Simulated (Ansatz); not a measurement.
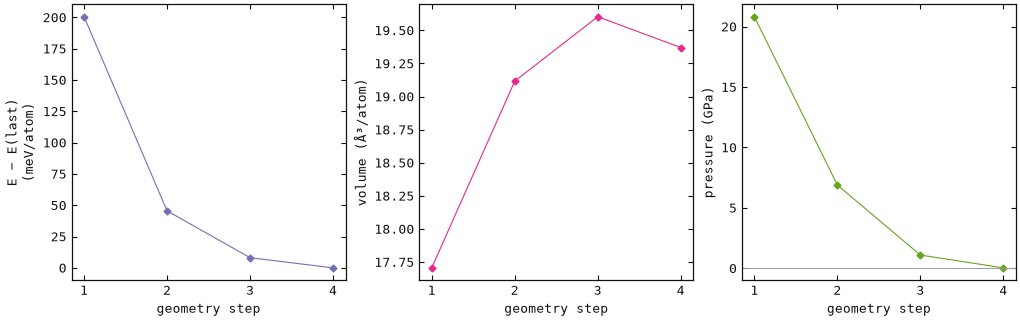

History of a geometry optimisation. Zr₂NbP₃ (P6/mmm, 6 atoms in the cell); DFT PBE, scalar-relativistic, plane waves, PAW in Ansatz; cutoff 420 eV, 3×3×6 k-mesh, Gaussian smearing of 0.1 eV. Atoms and cell relax. A closing SCF on a freshly chosen basis isn't drawn.

The optimisation met its thresholds at geometry 4, counting the start as the first. The energy fell by about 200 meV/atom from the first step to the last. All forces vanish by symmetry, so only the cell moves. The volume grows from 17.7 to 19.4 Å³ per atom (+9 %), overshooting to 19.6 at step 3, as the pressure goes from 21 GPa to about 0 GPa.
